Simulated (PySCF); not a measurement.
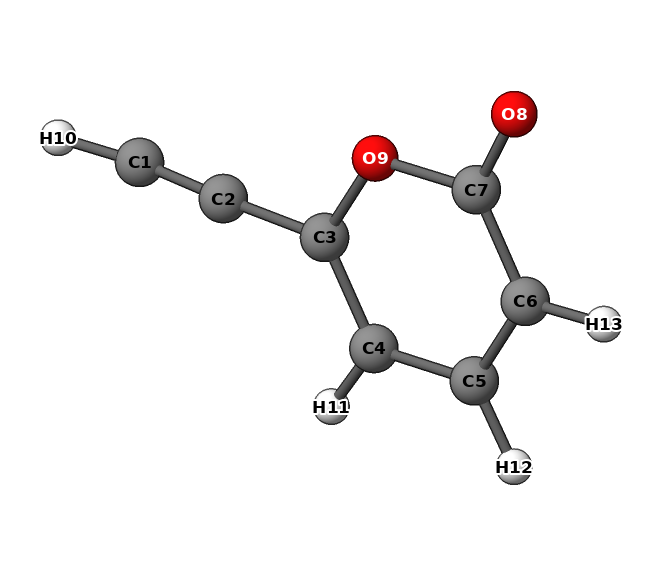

The questions are on Mulliken spin populations. The species has charge −1 and is a spin doublet. The geometry was computed by an optimisation with GFN2-xTB. No frequency run is at hand to confirm it as a minimum. Level of theory: UKS B3LYP, pcH-1 on C H O, non-relativistic (PySCF 2.14.0).

List the Mulliken spin populations.

| atom | value (e) |
| --- | --- |
| C1 | 0.30 |
| C2 | −0.08 |
| C3 | 0.32 |
| C4 | −0.03 |
| C5 | 0.16 |
| C6 | 0.25 |
| C7 | 0.00 |
| O8 | 0.03 |
| O9 | 0.09 |
| H10 | −0.01 |
| H11 | 0.00 |
| H12 | −0.01 |
| H13 | −0.01 |

Mulliken values depend strongly on the basis set.
